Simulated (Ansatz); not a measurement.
**W6 (charge +1, sextet): density, localisation and related maps**

Input file:

```
crystal:
  periodic: [false, false, false]
  atoms:
    - {symbol: W, position_ang: [-0.699657, 2.590747, -1.354129]}
    - {symbol: W, position_ang: [0.071732, 0.845136, 0.384270]}
    - {symbol: W, position_ang: [-0.846360, 4.523386, 0.214376]}
    - {symbol: W, position_ang: [1.664137, 2.436919, -0.575615]}
    - {symbol: W, position_ang: [0.616723, 3.055520, 1.600807]}
    - {symbol: W, position_ang: [-1.800774, 2.401592, 0.972991]}
basis:
  gaussian: {orbitals: def2-TZVP, initial_orbitals: start.molden}
total_charge: 1
magnetization: {spin_polarized: true, initial_magnetization: 5}
hamiltonian: {xc: pbe0, dispersion: d4}
scf: {omitted_lower_state_checks: [starts]}
output: {orbitals: {seedname: orbitals}}
```

Launched as:

```sh
ansatz run in.yaml --threads 4 --pin off --events-out ev --progress --plain --max-ram 4787MiB
```

Geometry: PBE-D4/def2-SVP; ⟨S²⟩ = 8.88, above the pure value of 8.75; core potentials replace the inner electrons of W.

Theory: Ansatz 0.2.0, UKS PBE0-D4/def2-TZVP.

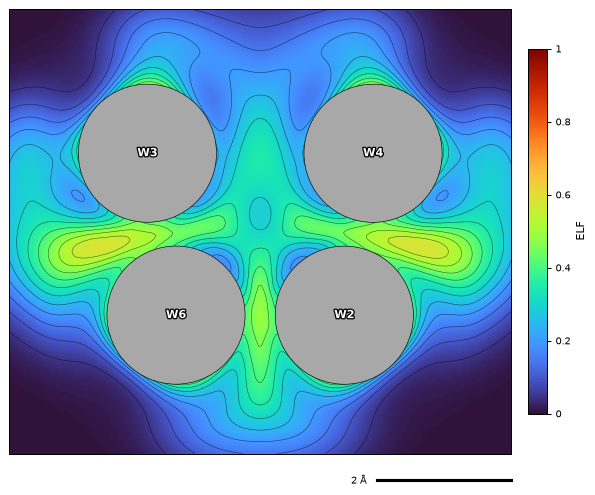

Figure 1. Electron localisation function on the plane of atoms W2, W6 and W3. Grey discs cover the atomic cores.

Question: Describe what can be read from this map.

Answer:
- The section cuts through W sites.
- W–W (2.45 Å): the ELF is about 0.50 at the midpoint.
- W–W (2.51 Å): the ELF is about 0.50 at the midpoint.

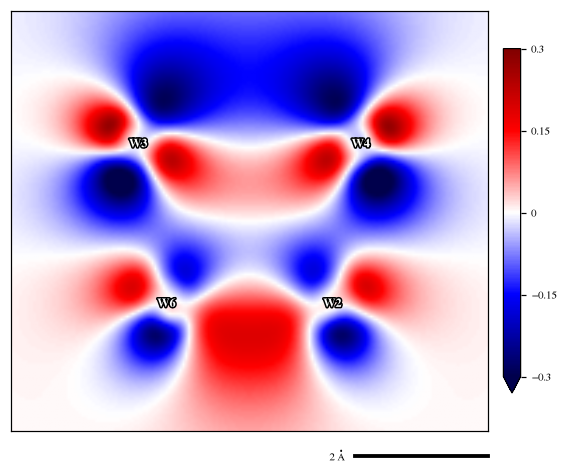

Figure 2. The LUMO (β) on the plane of atoms W2, W6 and W3 (values in Å⁻³ᐟ²; the overall sign is arbitrary).

Question: What is the character of this orbital?

Answer: It lies mainly on W3 (about 25 %), W4 (about 25 %), W1 (about 15 %), W5 (about 15 %), W2 (about 10 %) and W6 (about 10 %). Its energy is −6.65 eV.

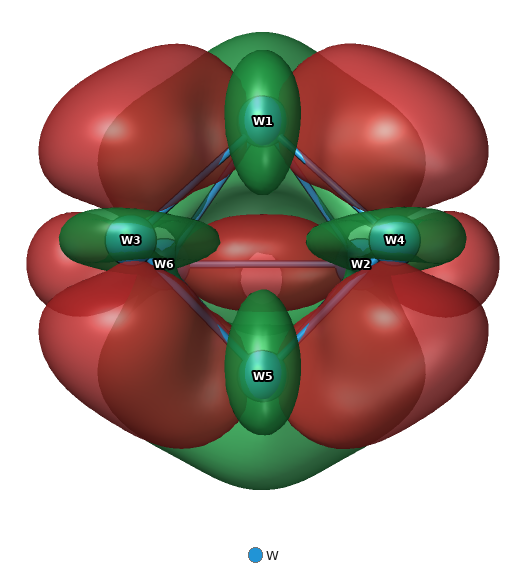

Figure 3. The HOMO (β) at ±0.05 Å⁻³ᐟ² (green and red are the two phases), seen from one side.

Question: Describe this orbital and give its energy.

Answer: It lies mainly on W2 (about 25 %), W6 (about 25 %), W1 (about 15 %), W5 (about 15 %), W3 (about 10 %) and W4 (about 10 %). Its energy is −8.86 eV.
